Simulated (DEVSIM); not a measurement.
Device: Al/SiO2/n-Ge capacitor, at 300 K.

```csv
layer (left to right),material,thickness (nm),Nd (cm⁻³)
1,SiO2,3.40,-
2,Ge,1500,1.6e17
```

Metal gate on the left, work function 4.1 eV. Fixed charge at the semiconductor interface 7.1e11 cm⁻² (in units of +e); no interface traps.

This is a model device: material constants are rounded textbook-type values typed into the input, and sizes, dopings and lifetimes were drawn at random. Values at 300 K.

```tsv
parameter	SiO2	Ge
gap (eV)	9	0.664
affinity (eV)	0.9	4
permittivity	3.9	16
Nc (cm⁻³)	-	1.04e19
Nv (cm⁻³)	-	6e18
```

Simulated with DEVSIM: 1D Poisson equation in equilibrium, Boltzmann statistics, complete ionisation; no quantum confinement or tunnelling. Metal contacts follow the ideal Schottky-Mott rule: no Fermi-level pinning, no interface dipoles.

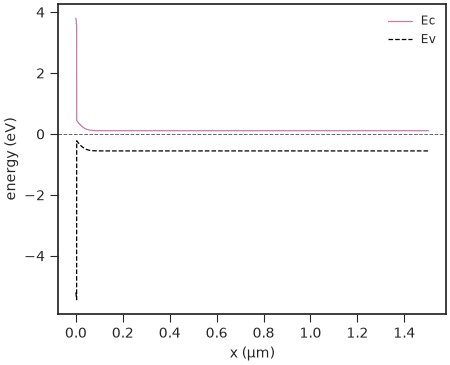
*Band edges at -0.6 V on the gate*

Energies count from the Fermi level of the right contact; mesh points crowd at the junctions.

```csv
x (μm),Ec (eV),Ev (eV),n (cm⁻³),p (cm⁻³),field (V/cm)
0.000,3.800,-5.200,< 1e2,< 1e2,-760000
0.0008820,3.733,-5.267,< 1e2,< 1e2,-760000
0.001923,3.653,-5.347,< 1e2,< 1e2,-760000
0.002869,3.581,-5.419,< 1e2,< 1e2,-760000
0.004104,0.434,-0.230,5.3e11,8.2e14,-100000
0.005911,0.415,-0.249,1.1e12,4.0e14,-100000
0.009465,0.381,-0.283,4.2e12,1.0e14,-95000
0.01966,0.294,-0.370,1.2e14,3.6e12,-76000
0.03653,0.191,-0.473,6.4e15,6.8e10,-46000
0.06972,0.116,-0.548,1.2e17,3.8e9,-6600
0.1306,0.108,-0.556,1.6e17,2.7e9,-46
0.3224,0.108,-0.556,1.6e17,2.7e9,≈ 0
0.6323,0.108,-0.556,1.6e17,2.7e9,≈ 0
1.037,0.108,-0.556,1.6e17,2.7e9,≈ 0
1.311,0.108,-0.556,1.6e17,2.7e9,≈ 0
1.406,0.108,-0.556,1.6e17,2.7e9,≈ 0
1.454,0.108,-0.556,1.6e17,2.7e9,≈ 0
1.478,0.108,-0.556,1.6e17,2.7e9,≈ 0
1.494,0.108,-0.556,1.6e17,2.7e9,≈ 0
1.499,0.108,-0.556,1.6e17,2.7e9,≈ 0
1.502,0.108,-0.556,1.6e17,2.7e9,≈ 0
1.503,0.108,-0.556,1.6e17,2.7e9,≈ 0
```
